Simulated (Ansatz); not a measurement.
## Run report: SiH₃F₃, single-point calculation

The run: single-point calculation of SiH₃F₃. Method and program: RKS PBE0-D4/def2-TZVPP (Ansatz 0.2.0).

The geometry is the product side of a reaction. The reaction was set up to form Si1–H7 and F2–H6 and to break Si1–F2 and H6–H7 (atoms counted from 1 in the order of the input); sticks are drawn by distance alone. The geometry comes from this level: PBE0-D4/def2-TZVP.

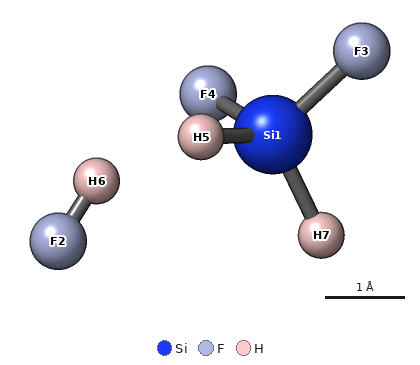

*The structure as given in the input (ball-and-stick view, seen at a tilt; atoms are numbered from 1 in the order of the input).*

Bond lengths as drawn: F–H 0.93 Å, F–Si 1.58 to 1.60 Å and H–Si 1.47 Å.

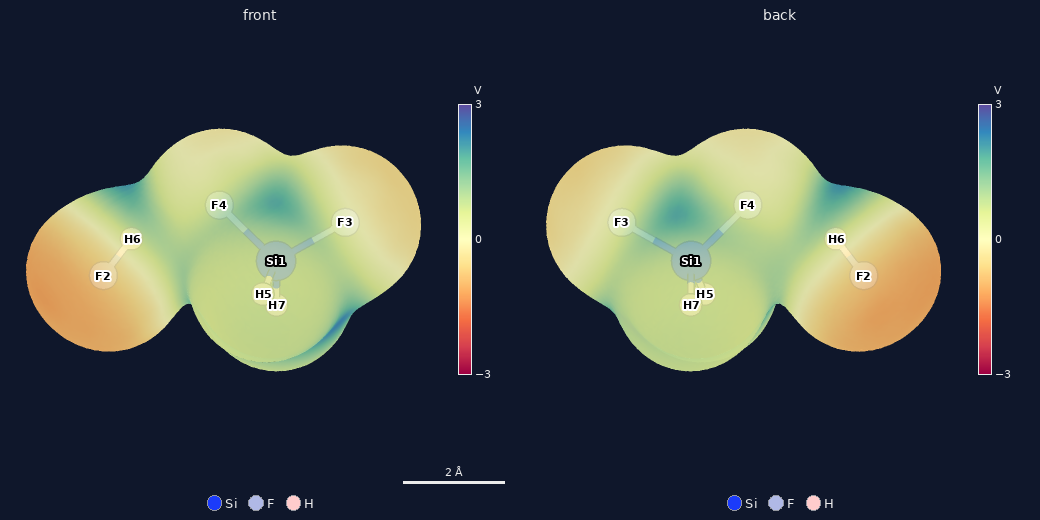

*The molecular electrostatic potential painted on the density surface at 0.002 e/bohr³, seen face on and from behind; red is negative and blue positive.*

A positive charge is drawn to the negative regions and a negative charge to the positive ones.

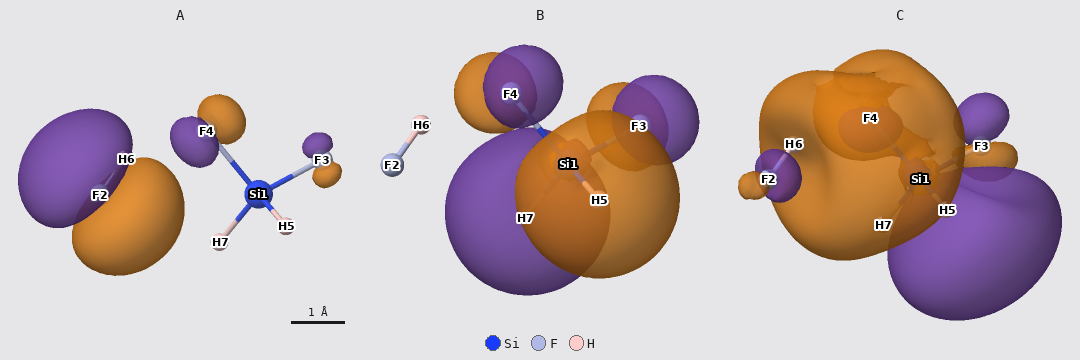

*Three frontier orbitals at ±0.06 Å⁻³ᐟ² (orange and purple are the two phases).*

A is the HOMO−1 (−11.45 eV). B is the HOMO (−10.25 eV). It lies mainly on Si1 (35 %), H5 (25 %), H7 (25 %) and F3 (10 %). C is the LUMO (−0.06 eV). Its weight (Hirshfeld) is mainly on Si1 (60 %), F4 (10 %), H7 (10 %) and H5 (10 %). The HOMO–LUMO gap is 10.19 eV between the orbital energies.

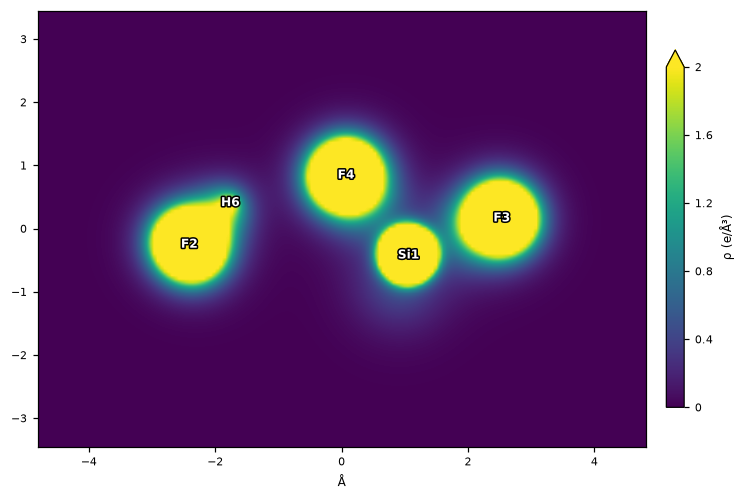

*Total electron density on the plane of atoms F3, Si1 and F4.*

Atoms in the plane: Si, F and H.

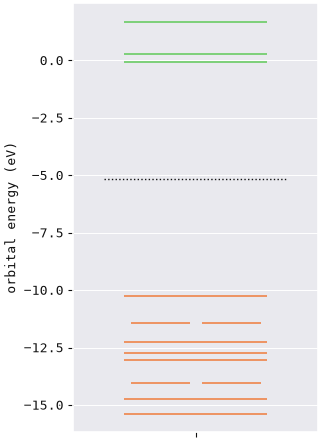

*Orbital energies near the frontier; the dotted line parts filled from empty levels, and levels within 0.02 eV of each other stand side by side.*

Highest filled −10.25 eV, lowest empty −0.06 eV, 10.19 eV apart.

These pictures come from the run below.

Input
```yaml
crystal:
  periodic: [false, false, false]
  atoms:
    - {symbol: Si, position_ang: [-0.640457, 0.240920, -0.605993]}
    - {symbol: F, position_ang: [2.038722, -0.940729, 1.266342]}
    - {symbol: F, position_ang: [-1.993030, 1.024278, -0.854245]}
    - {symbol: F, position_ang: [-0.282043, 0.423335, 0.946236]}
    - {symbol: H, position_ang: [0.432295, 0.868625, -1.394025]}
    - {symbol: H, position_ang: [1.305569, -0.423434, 1.494777]}
    - {symbol: H, position_ang: [-0.861057, -1.192995, -0.853091]}
basis:
  gaussian: {orbitals: def2-TZVPP}
hamiltonian: {xc: pbe0, dispersion: d4}
output: {orbitals: {seedname: orbitals}}
```

Launch command:
```bash
ansatz run in.yaml --threads 2 --pin off --events-out ev --progress --plain --max-ram 4352MiB
```

The program's output
```
Functional definition: PBE0
  name "PBE0"
  cite "Adamo & Barone, J. Chem. Phys. 110, 6158 (1999) doi:10.1063/1.478522"
  cite "Perdew, Burke & Ernzerhof, Phys. Rev. Lett. 77, 3865 (1996) doi:10.1103/PhysRevLett.77.3865"
  parent pbe
  parameter a = 0.25
  parameter kappa = 0.804
  parameter beta = 0.06672455060314922
  exchange = (1 - a)*pbe_x(kappa = kappa, mu = beta*pi^2/3) + a*exact_x
  correlation = pbe_c(beta = beta)
936 factors; their error is unknown
mean field evaluation 1: about -16070.1594 eV, gradient 5.1e1 eV
mean field evaluation 2: about -16066.4668 eV, gradient 7.4e1 eV
mean field evaluation 4: about -16073.4746 eV, gradient 2.2e0 eV
mean field evaluation 8: about -16073.4827 eV, gradient 6.8e-2 eV
mean field -16073.53268709 eV, -590.6914312187 hartree, gradient 5.1e-5 eV, S^2 0.000000; 0 other end points of the search recorded, 0 dependent functions left out
reference -16073.53271100 eV, -590.6914320973 hartree; 22, 22 occupied and 155, 155 virtual orbitals, 936 factors
Total energy: -16073.60186170 eV, -590.6939733389 hartree
```

Summary

- outcome: converged
- total energy: −16073.6019 eV
- mean-field energy: −16073.5327 eV
- dispersion energy: −0.0692 eV
- SCF solution under orbital rotations: stable
- HOMO: −10.25 eV
- LUMO: −0.06 eV
- hardware: 2 CPU threads, shared host
- wall time: 1.9 s (CPU time 3.7 s)
- peak memory: 0.35 GiB
